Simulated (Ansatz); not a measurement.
**One shape, several levels: triplet C6H5F**

Wanted: a comparison of 6 runs (UHF/STO-3G, U-r2SCAN/6-31G*, UBLYP/6-31G*, UCAM-B3LYP/6-31G*, UPBE/6-31G*, UCCSD/6-31G*) of triplet C6H5F. 

The results are computed with Ansatz 0.2.0.

38 further runs of the same task are left out: 38 set aside as unsound or not needed. Runs told in other sessions of the task aren't counted.

### Step 1. Starting point

C6H5F has 12 atoms, charge 0, and is taken as a triplet. SMILES of the parent species: `Fc1ccccc1`. Geometry: relaxed at PBE0-D4/def2-TZVP. That shape belongs to the parent species and isn't relaxed for this state.

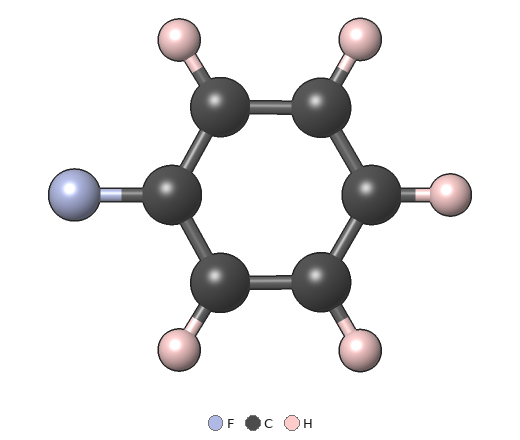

Viewed from a chosen angle; fluorine light blue, carbon dark grey, hydrogen pink.

### Step 2. The energy at UHF/STO-3G (run 1)

File job.yaml:

```yaml
crystal:
  periodic: [false, false, false]
  atoms:
    - {symbol: F, position_ang: [0.373400, -2.651880, -0.049000]}
    - {symbol: C, position_ang: [0.186660, -1.325620, -0.024490]}
    - {symbol: C, position_ang: [-0.745470, -0.799820, 0.848530]}
    - {symbol: C, position_ang: [-0.932320, 0.574350, 0.867240]}
    - {symbol: C, position_ang: [-0.196600, 1.396240, 0.025800]}
    - {symbol: C, position_ang: [0.733120, 0.840420, -0.841100]}
    - {symbol: C, position_ang: [0.932970, -0.531670, -0.873120]}
    - {symbol: H, position_ang: [-1.307140, -1.462390, 1.495210]}
    - {symbol: H, position_ang: [-1.659890, 1.003340, 1.546360]}
    - {symbol: H, position_ang: [-0.347620, 2.468730, 0.045610]}
    - {symbol: H, position_ang: [1.310500, 1.477900, -1.500520]}
    - {symbol: H, position_ang: [1.652380, -0.989580, -1.540520]}
basis:
  gaussian: {orbitals: STO-3G}
accuracy: high
output: {orbitals: {seedname: orbitals}}
hamiltonian: {xc: hf}
magnetization: {spin_polarized: true, initial_magnetization: 2}
```

Launch:

```bash
$ ansatz run job.yaml --threads 1 --pin off --max-ram 3480MiB --events-out events.jsonl --progress --plain --runs-dir runs
```

The program printed:

```text
Warning: RAYON_NUM_THREADS=1 ignored (pool sized by the plan → 1); use --threads N
Functional definition: HF
  name "HF"
  exchange = exact_x
  correlation = 0
886 factors; integrals over basis functions are off by at most 2.6e-9 eV
mean field evaluation 1: about -8844.3667 eV, gradient 2.0e1 eV
mean field evaluation 2: about -8844.6969 eV, gradient 2.0e1 eV
mean field evaluation 4: about -8847.2695 eV, gradient 1.7e0 eV
mean field evaluation 8: about -8847.3083 eV, gradient 6.2e-2 eV
mean field evaluation 16: about -8847.3065 eV, gradient 1.0e-3 eV
mean field evaluation 32: about -8841.8942 eV, gradient 2.2e1 eV
mean field evaluation 64: about -8849.6991 eV, gradient 1.1e-8 eV
mean field -8849.71652864 eV, -325.2210838743 hartree, gradient 3.2e-8 eV, S^2 2.503184; 2 other end points of the search recorded, 0 dependent functions left out
reference -8849.71652864 eV, -325.2210838743 hartree; 26, 24 occupied and 14, 16 virtual orbitals, 886 factors
Total energy: -8849.71652864 eV, -325.2210838743 hartree
```

Run time: 1.2 s. Hardware: 1 thread of Intel Xeon 6975P-C (Granite Rapids), shared host; peak memory 0.12 GiB.

### Step 3. The energy at U-r2SCAN/6-31G(d) (spherical functions) (run 2)

File run.yaml:

```yaml
crystal:
  periodic: [false, false, false]
  atoms:
    - symbol: F
      position_ang: [0.373400, -2.651880, -0.049000]
    - symbol: C
      position_ang: [0.186660, -1.325620, -0.024490]
    - symbol: C
      position_ang: [-0.745470, -0.799820, 0.848530]
    - symbol: C
      position_ang: [-0.932320, 0.574350, 0.867240]
    - symbol: C
      position_ang: [-0.196600, 1.396240, 0.025800]
    - symbol: C
      position_ang: [0.733120, 0.840420, -0.841100]
    - symbol: C
      position_ang: [0.932970, -0.531670, -0.873120]
    - symbol: H
      position_ang: [-1.307140, -1.462390, 1.495210]
    - symbol: H
      position_ang: [-1.659890, 1.003340, 1.546360]
    - symbol: H
      position_ang: [-0.347620, 2.468730, 0.045610]
    - symbol: H
      position_ang: [1.310500, 1.477900, -1.500520]
    - symbol: H
      position_ang: [1.652380, -0.989580, -1.540520]
basis:
  gaussian:
    orbitals: 6-31G_st_-spherical.json
magnetization:
  spin_polarized: true
  initial_magnetization: 2
hamiltonian:
  xc: {name: r2SCAN}
accuracy: high
output:
  orbitals: {seedname: orbitals}
```

The basis set 6-31G* is read from a file made from the Basis Set Exchange's data (not shown).

Launch:

```bash
$ ansatz run run.yaml --threads 1 --pin off --max-ram 3480MiB --events-out events.jsonl --progress --plain --runs-dir runs
```

The program printed:

```text
Warning: RAYON_NUM_THREADS=1 ignored (pool sized by the plan → 1); use --threads N
Functional definition: r2SCAN
  name "r2SCAN"
  parameter k0 = 0.174
  parameter k1 = 0.065
  parameter a1 = 4.9479
  exchange = r2scan_x(k0 = k0, k1 = k1, a1 = a1)
  correlation = r2scan_c
2657 factors; integrals over basis functions are off by at most 3.4e-9 eV
mean field evaluation 1: about -9001.6334 eV, gradient 4.1e1 eV
mean field evaluation 2: about -8987.1629 eV, gradient 6.8e1 eV
mean field evaluation 4: about -9009.7076 eV, gradient 1.3e1 eV
mean field evaluation 8: about -9010.6977 eV, gradient 9.1e-1 eV
mean field evaluation 16: about -9010.6878 eV, gradient 1.2e-2 eV
mean field evaluation 32: about -9010.6878 eV, gradient 3.3e-6 eV
mean field evaluation 64: about -9010.7370 eV, gradient 3.0e-2 eV
mean field evaluation 96: about -9010.6031 eV, gradient 1.7e0 eV
mean field -9010.73703505 eV, -331.1384783411 hartree, gradient 3.3e-8 eV, S^2 2.064544; 10 other end points of the search recorded, 0 dependent functions left out
reference -9010.73703614 eV, -331.1384783812 hartree; 26, 24 occupied and 82, 84 virtual orbitals, 2657 factors
Total energy: -9010.73703614 eV, -331.1384783812 hartree
```

It took 63 s on 1 thread of Intel Xeon 6975P-C (Granite Rapids), shared host; peak memory 0.64 GiB.

Run 3 isn't shown in full; the table further down has it.

### Step 4. A single-point energy at UCAM-B3LYP/6-31G(d) (spherical functions) (run 4)

File in.yaml:

```yaml
crystal:
  periodic: [false, false, false]
  atoms:
    - {symbol: F, position_ang: [0.373400, -2.651880, -0.049000]}
    - {symbol: C, position_ang: [0.186660, -1.325620, -0.024490]}
    - {symbol: C, position_ang: [-0.745470, -0.799820, 0.848530]}
    - {symbol: C, position_ang: [-0.932320, 0.574350, 0.867240]}
    - {symbol: C, position_ang: [-0.196600, 1.396240, 0.025800]}
    - {symbol: C, position_ang: [0.733120, 0.840420, -0.841100]}
    - {symbol: C, position_ang: [0.932970, -0.531670, -0.873120]}
    - {symbol: H, position_ang: [-1.307140, -1.462390, 1.495210]}
    - {symbol: H, position_ang: [-1.659890, 1.003340, 1.546360]}
    - {symbol: H, position_ang: [-0.347620, 2.468730, 0.045610]}
    - {symbol: H, position_ang: [1.310500, 1.477900, -1.500520]}
    - {symbol: H, position_ang: [1.652380, -0.989580, -1.540520]}
basis:
  gaussian:
    orbitals: 6-31G_st_-spherical.json
magnetization:
  spin_polarized: true
  initial_magnetization: 2
hamiltonian:
  xc: {name: CAM-B3LYP}
accuracy: high
output: {orbitals: {seedname: orbitals}}
```

The basis set 6-31G* is read from a file made from the Basis Set Exchange's data (not shown).

Launch:

```bash
$ ansatz run in.yaml --threads 1 --pin off --max-ram 3480MiB --events-out events.jsonl --progress --plain --runs-dir runs
```

The program printed (excerpt; [...] marks lines left out):

```text
Warning: RAYON_NUM_THREADS=1 ignored (pool sized by the plan → 1); use --threads N
Functional definition: CAM-B3LYP
  name "CAM-B3LYP"
[...]
2657 factors; integrals over basis functions are off by at most 3.4e-9 eV
465 factors; integrals over basis functions are off by at most 2.2e-9 eV
[...]
mean field -9011.07821786 eV, -331.1510165782 hartree, gradient 4.8e-8 eV, S^2 2.068183; 4 other end points of the search recorded, 0 dependent functions left out
reference -9011.07823467 eV, -331.1510171960 hartree; 26, 24 occupied and 82, 84 virtual orbitals, 2657 factors
Total energy: -9011.07823467 eV, -331.1510171960 hartree
```

Run time: 24 s. Hardware: 1 thread of Intel Xeon 6975P-C (Granite Rapids), shared host; peak memory 0.71 GiB.

Run 5 isn't shown in full; the table further down has it.

### Step 5. The energy at UCCSD/6-31G(d) (spherical functions) (run 6)

File run.yaml:

```yaml
crystal:
  periodic: [false, false, false]
  atoms:
    - {symbol: F, position_ang: [0.373400, -2.651880, -0.049000]}
    - {symbol: C, position_ang: [0.186660, -1.325620, -0.024490]}
    - {symbol: C, position_ang: [-0.745470, -0.799820, 0.848530]}
    - {symbol: C, position_ang: [-0.932320, 0.574350, 0.867240]}
    - {symbol: C, position_ang: [-0.196600, 1.396240, 0.025800]}
    - {symbol: C, position_ang: [0.733120, 0.840420, -0.841100]}
    - {symbol: C, position_ang: [0.932970, -0.531670, -0.873120]}
    - {symbol: H, position_ang: [-1.307140, -1.462390, 1.495210]}
    - {symbol: H, position_ang: [-1.659890, 1.003340, 1.546360]}
    - {symbol: H, position_ang: [-0.347620, 2.468730, 0.045610]}
    - {symbol: H, position_ang: [1.310500, 1.477900, -1.500520]}
    - {symbol: H, position_ang: [1.652380, -0.989580, -1.540520]}
basis:
  gaussian:
    orbitals: 6-31G_st_-spherical.json
magnetization:
  spin_polarized: true
  initial_magnetization: 2
correlation:
  method: ccsd
  frozen_orbitals: {C: 1, F: 1, H: 0}
accuracy: high
scf:
  omitted_lower_state_checks: [cluster_reference, increment]
```

The basis set 6-31G* is read from a file made from the Basis Set Exchange's data (not shown).

Launch:

```bash
$ ansatz run run.yaml --threads 1 --pin off --max-ram 3480MiB --events-out events.jsonl --progress --plain --runs-dir runs
```

The program printed (excerpt; [...] marks lines left out):

```text
Warning: RAYON_NUM_THREADS=1 ignored (pool sized by the plan → 1); use --threads N
[... 2 set-up lines as earlier in the session ...]
[...]
2657 factors; integrals over basis functions are off by at most 3.4e-9 eV
[...]
mean field -8964.11491110 eV, -329.4251468876 hartree, gradient 2.5e-8 eV, S^2 2.340082; 2 other end points of the search recorded, 0 dependent functions left out
7 core orbitals not correlated: weight in the atoms' cores, before any rotation towards them, 1.000 or more for the frozen orbitals, at most 0.000 for the correlated occupied ones
reference -8964.11491110 eV, -329.4251468876 hartree; 19, 17 occupied and 82, 84 virtual orbitals, 2657 factors
second order -22.80814274 eV of doubles, -0.00000000 eV of singles
cycle   1  -23.60992293 eV  change   -8.0e-1 eV  update   1.4e-1
[...]
cycle  35  -24.75623272 eV  change    1.1e-9 eV  update  3.8e-10
Total energy: -8988.87114382 eV, -330.3349216597 hartree
Checks for a lower state left out: cluster_reference, increment
```

Run time: 2.4 min. Hardware: 1 thread of Intel Xeon 6975P-C (Granite Rapids), shared host; peak memory 2.3 GiB.

### Step 6. The series

| run | level | frozen core orbitals | energy (Eh) | HOMO energy (eV) | ⟨S²⟩ | wall time |
| --- | --- | --- | --- | --- | --- | --- |
| 1 | UHF/STO-3G | – | -325.221084 | -3.99 | 2.503 | 1.2 s |
| 2 | U-r2SCAN/6-31G* (spherical functions) | – | -331.138478 | -1.80 | 2.065 | 63 s |
| 3 | UBLYP/6-31G* (spherical functions) | – | -331.191987 | -1.18 | 2.018 | 22 s |
| 4 | UCAM-B3LYP/6-31G* (spherical functions) | – | -331.151017 | -3.69 | 2.068 | 24 s |
| 5 | UPBE/6-31G* (spherical functions) | – | -330.914172 | -1.42 | 2.020 | 24 s |
| 6 | UCCSD/6-31G* (spherical functions) | 7 | -330.334922 | – | 2.340 | 2.4 min |

### Step 7. Outcome

| quantity | value |
| --- | --- |
| run 6: total energy | -330.33492 Eh |
| run 6: correlation energy (7 core orbitals frozen) | -909.8 mEh |
| run 6: ⟨S²⟩ of the reference determinant | 2.340 |
| run 6: T1 diagnostic | 0.028 |

Totals of different functionals can't be ranked against each other. In run 1 the basis is minimal, so the values are rough. Spin contamination of the reference: run 1 ⟨S²⟩ = 2.50, run 6 ⟨S²⟩ = 2.34. All runs together took 4.6 min, the longest 2.4 min.
